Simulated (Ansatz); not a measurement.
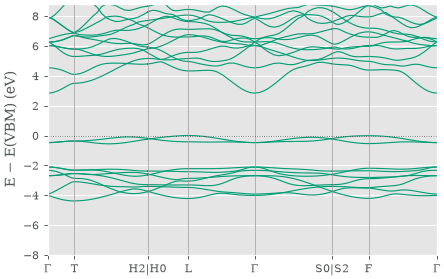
Fig. 1. Band structure from DFT-r²SCAN in the program Ansatz with PAW potentials

**Question.** Read off the gap and where the band edges lie.

**Answer.** About 2.8 eV (2.84 eV by a search for the band edges); maximum at L, minimum at Γ.

**Question.** Which compound is it?
A) RbCeTe2, R-3m (Rb on 3b, Ce on 3a, Te on 6c)
B) Sr2BBrN2, R-3m (Sr on 6c, B on 3b, Br on 3a, N on 6c)
C) LuAgO2, R-3m (Lu on 3b, Ag on 3a, O on 6c)
D) SmOF, R-3m (Sm on 6c, O on 6c, F on 6c)

**Answer.** B, Sr2BBrN2, R-3m (Sr on 6c, B on 3b, Br on 3a, N on 6c)

The workflow started from a Materials Project entry (that database holds measured and hypothetical structures alike); the Crystallography Open Database copy checked does not list it. Whether it is the stable phase at ambient conditions was not checked. The cell was relaxed with r²SCAN under the symmetry of its start; its stability against distortions is not shown here. Spin–orbit coupling is left out wherever it is not named.

Potentials: the later of the program's two PAW sets.
